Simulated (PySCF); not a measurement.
# USCS-MP2/aug-cc-pVTZ run of NH (imidogen)

What is the vertical ionisation energy of NH (imidogen) at USCS-MP2/aug-cc-pVTZ? 

Program for the calculation: PySCF 2.14.0.

3 further runs of the same task are left out: 3 set aside as unsound or not needed. Runs told in other sessions of the task aren't counted.

### 1 The structure to begin with

The species is NH (2 atoms), meant as a triplet with charge 0. As SMILES, `[NH]`. Geometry: the measured bond length.

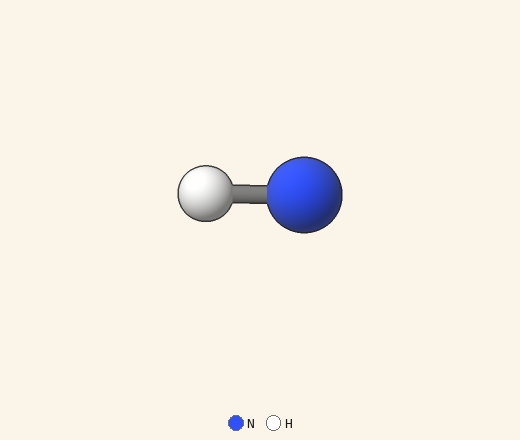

The structure, seen from a chosen angle (nitrogen blue, hydrogen white).

### 2 A single-point energy at USCS-MP2/aug-cc-pVTZ

Input file calc.py:

```python
from pyscf import gto, mp

mol = gto.M(
    atom='''
N      0.000000     0.000000     0.000000
H      0.000000     0.000000     1.958153
''',
    verbose=3,
    unit='bohr',
    max_memory=1860,
    charge=0,
    spin=2,
    basis='aug-cc-pvtz',
)

mf = mol.UHF()
mf.conv_tol = 1e-10
mf.kernel()
if not mf.converged:
    mf = mf.newton().run(mf.mo_coeff, mf.mo_occ)

pt = mp.MP2(mf, frozen=1).run()
energy = mf.e_tot + 1.2 * pt.e_corr_os + pt.e_corr_ss / 3
print('E = %.10f Eh' % energy)
```

On the command line:

```
$ OMP_NUM_THREADS=1 python calc.py
```

The program printed:

```text
WARN: HOMO -0.201348313304598 >= LUMO -0.20134831330462

converged SCF energy = -54.9825561448619  <S^2> = 2.0165607  2S+1 = 3.0110202
E(UMP2) = -55.1220624229412  E_corr = -0.139506278079283
E(SCS-UMP2) = -55.1212880517224  E_corr = -0.138731906860547
E = -55.1212880517 Eh
```

Run time: 1.4 s. Hardware: 1 thread of Arm Neoverse V1, shared host; peak memory 0.14 GiB.

### 3 The doublet cation, same level

Input file calc.py:

```python
from pyscf import gto, mp

mol = gto.Mole()
mol.atom = [
    ('N', (0.000000, 0.000000, 0.000000)),
    ('H', (0.000000, 0.000000, 1.036210)),
]
mol.spin = 1
mol.max_memory = 1860
mol.verbose = 4
mol.charge = 1
mol.basis = 'aug-cc-pvtz'
mol.build()

mf = mol.UHF()
mf.conv_tol = 1e-10
mf.kernel()
if not mf.converged:
    mf = mf.newton().run(mf.mo_coeff, mf.mo_occ)

pt = mp.MP2(mf, frozen=1).run()
e_final = mf.e_tot + 1.2 * pt.e_corr_os + pt.e_corr_ss / 3
print('E = %.10f Eh' % e_final)
```

On the command line:

```
$ OMP_NUM_THREADS=1 python calc.py
```

The program printed:

```text
PySCF version 2.14.0

[INPUT] num. atoms = 2
[INPUT] num. electrons = 7
[INPUT] charge = 1
[INPUT] spin (= nelec alpha-beta = 2S) = 1
[INPUT] symmetry False subgroup None
[INPUT] Mole.unit = angstrom
[INPUT] Symbol           X                Y                Z      unit          X                Y                Z       unit  Magmom
[INPUT]  1 N      0.000000000000   0.000000000000   0.000000000000 AA    0.000000000000   0.000000000000   0.000000000000 Bohr   0.0
[INPUT]  2 H      0.000000000000   0.000000000000   1.036210000000 AA    0.000000000000   0.000000000000   1.958153107536 Bohr   0.0

nuclear repulsion = 3.57479707437682
number of shells = 22
number of NR pGTOs = 83
number of NR cGTOs = 69
basis = aug-cc-pvtz
ecp = {}

[... 18 lines left out ...]
[... the frontier-level lines of each cycle are left out ...]
[... 44 lines left out ...]
converged SCF energy = -54.5102307544377  <S^2> = 0.7566718  2S+1 = 2.0066607
[... 1 line left out ...]
******** <class 'pyscf.mp.ump2.UMP2'> ********
nocc = (np.int64(3), np.int64(2)), nmo = (68, 68)
frozen orbitals 1
E(UMP2) = -54.6221257098556  E_corr = -0.11189495541785
E(SCS-UMP2) = -54.6301733814549  E_corr = -0.119942627017179
E_corr(same-spin) = -0.0165361378664313
E_corr(oppo-spin) = -0.0953588175514185
E = -54.6301733815 Eh
```

Run time: 1.4 s. Hardware: 1 thread of Arm Neoverse V1, shared host; peak memory 0.14 GiB.

### 4 Results

At USCS-MP2/aug-cc-pVTZ, 1 core orbital frozen:

| quantity | value |
| --- | --- |
| triplet NH: total energy | -55.12129 Eh |
| triplet NH: dipole moment (Hartree–Fock density) | 1.64 D |
| triplet NH: HOMO energy (Hartree–Fock orbitals) (highest over α and β) | -13.83 eV |
| triplet NH: LUMO energy (Hartree–Fock orbitals) (lowest over α and β) | 0.80 eV |
| triplet NH: correlation energy (1 core orbital frozen) | -138.7 mEh |
| triplet NH: ⟨S²⟩ of the reference determinant | 2.017 |
| doublet cation: total energy | -54.63017 Eh |
| doublet cation: HOMO energy (Hartree–Fock orbitals) (highest over α and β) | -27.43 eV |
| doublet cation: LUMO energy (Hartree–Fock orbitals) (lowest over α and β) | -11.18 eV |
| doublet cation: correlation energy (1 core orbital frozen) | -119.9 mEh |
| doublet cation: ⟨S²⟩ of the reference determinant | 0.757 |
| vertical ionisation energy (to the doublet cation) | 13.364 eV |

What this shows: The vertical ionisation energy comes to 13.36 eV (308 kcal/mol).
